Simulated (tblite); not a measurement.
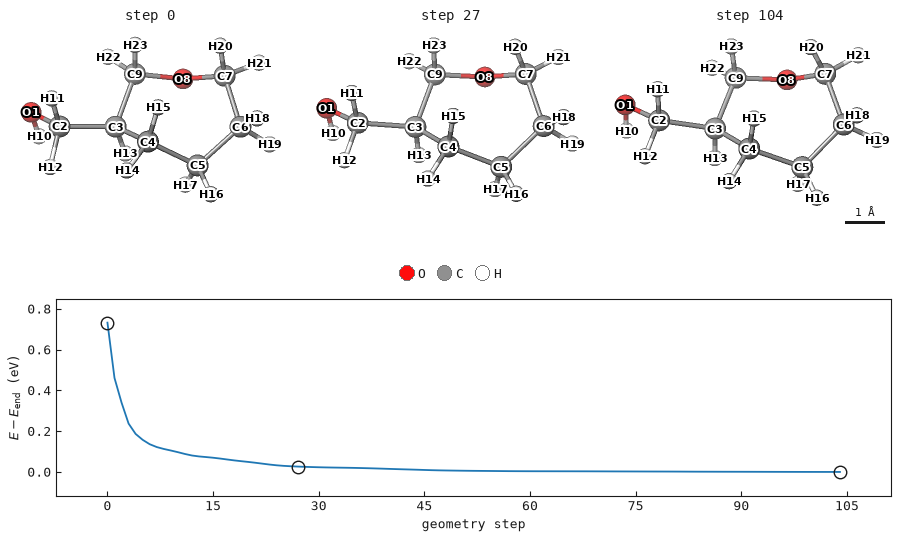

Frames of a relaxation of C7H14O2, marked on the history of the run. Style: ball-and-stick. Shown at a tilt.

Computed with GFN2-xTB geometry optimisation, gas phase in tblite 0.8.0. 

What happens along the run?

Answer. The largest move after the best rigid fit is that of H22, 0.44 Å. Largest moves by element: H 0.44 Å, O 0.29 Å, C 0.22 Å. Near-neighbour distances that change, for instance: C2–C3 1.497 → 1.534 Å, O1–H10 1.001 → 0.964 Å, C7–H21 1.129 → 1.095 Å, C4–H14 1.121 → 1.093 Å. Among the angles between lasting bonds that change: C3–C4–C5 105.0° → 112.1°, C4–C3–C9 106.0° → 112.7°, O1–C2–C3 106.6° → 113.2°. After 104 geometry steps the energy has fallen by 0.732 eV. From step 0 to 27: H17 moves most (0.30 Å), energy −0.706 eV. From step 27 to 104: H atoms move most (0.27 Å), energy −0.026 eV.

```csv
step,"E − E(0), eV"
0,0.0000
1,-0.2712
2,-0.3920
3,-0.4949
4,-0.5457
5,-0.5747
6,-0.5962
7,-0.6101
8,-0.6195
9,-0.6271
10,-0.6352
15,-0.6625
20,-0.6831
25,-0.7023
30,-0.7092
35,-0.7123
40,-0.7172
45,-0.7224
50,-0.7259
55,-0.7276
59,-0.7286
64,-0.7289
69,-0.7292
74,-0.7298
79,-0.7302
84,-0.7309
89,-0.7313
94,-0.7316
99,-0.7320
104,-0.7322
```
